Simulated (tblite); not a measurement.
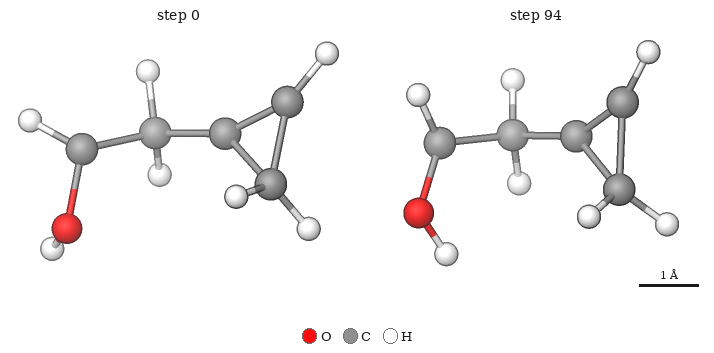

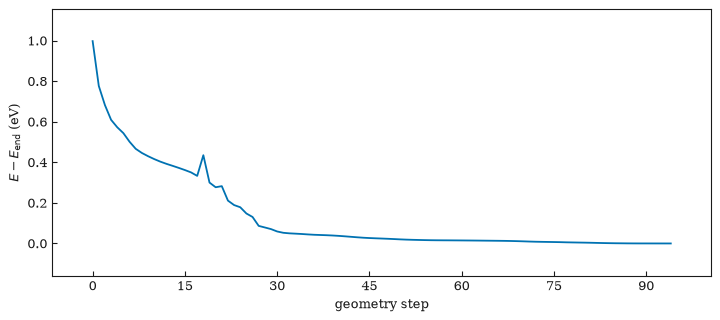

First and last geometry of a relaxation of C5H7O (multiplicity 2), with the history of the run. The picture is a ball-and-stick view, seen at a tilt.

Method: GFN2-xTB geometry optimisation, gas phase in tblite 0.8.0. 

Read the history and describe the run.

It converged. The energy falls by 0.998 eV in 94 geometry steps. An H atom moves most after the best rigid fit: 0.97 Å. Largest moves by element: H 0.97 Å, C 0.40 Å, O 0.32 Å. Some distances before and after: C–C 1.529 → 1.490 Å, H–O 0.999 → 0.966 Å, C–H 1.119 → 1.086 Å, C–O 1.392 → 1.364 Å. Among the angles between lasting bonds that change: C–C–H 110.3° → 120.1°, O–C–C 111.1° → 120.7°, C–C–H 113.0° → 120.4°. Groups turn about C–C by about 25°.

```json
{"step": "0", "E − E(0), eV": "0.0000"}
{"step": "1", "E − E(0), eV": "-0.2210"}
{"step": "2", "E − E(0), eV": "-0.3156"}
{"step": "3", "E − E(0), eV": "-0.3881"}
{"step": "4", "E − E(0), eV": "-0.4248"}
{"step": "5", "E − E(0), eV": "-0.4538"}
{"step": "6", "E − E(0), eV": "-0.4961"}
{"step": "7", "E − E(0), eV": "-0.5309"}
{"step": "8", "E − E(0), eV": "-0.5514"}
{"step": "9", "E − E(0), eV": "-0.5673"}
{"step": "10", "E − E(0), eV": "-0.5815"}
{"step": "14", "E − E(0), eV": "-0.6251"}
{"step": "19", "E − E(0), eV": "-0.6975"}
{"step": "23", "E − E(0), eV": "-0.8084"}
{"step": "28", "E − E(0), eV": "-0.9189"}
{"step": "32", "E − E(0), eV": "-0.9478"}
{"step": "37", "E − E(0), eV": "-0.9560"}
{"step": "41", "E − E(0), eV": "-0.9625"}
{"step": "45", "E − E(0), eV": "-0.9710"}
{"step": "50", "E − E(0), eV": "-0.9776"}
{"step": "54", "E − E(0), eV": "-0.9812"}
{"step": "59", "E − E(0), eV": "-0.9826"}
{"step": "63", "E − E(0), eV": "-0.9836"}
{"step": "67", "E − E(0), eV": "-0.9850"}
{"step": "72", "E − E(0), eV": "-0.9891"}
{"step": "76", "E − E(0), eV": "-0.9913"}
{"step": "81", "E − E(0), eV": "-0.9943"}
{"step": "85", "E − E(0), eV": "-0.9967"}
{"step": "90", "E − E(0), eV": "-0.9976"}
{"step": "94", "E − E(0), eV": "-0.9977"}
```
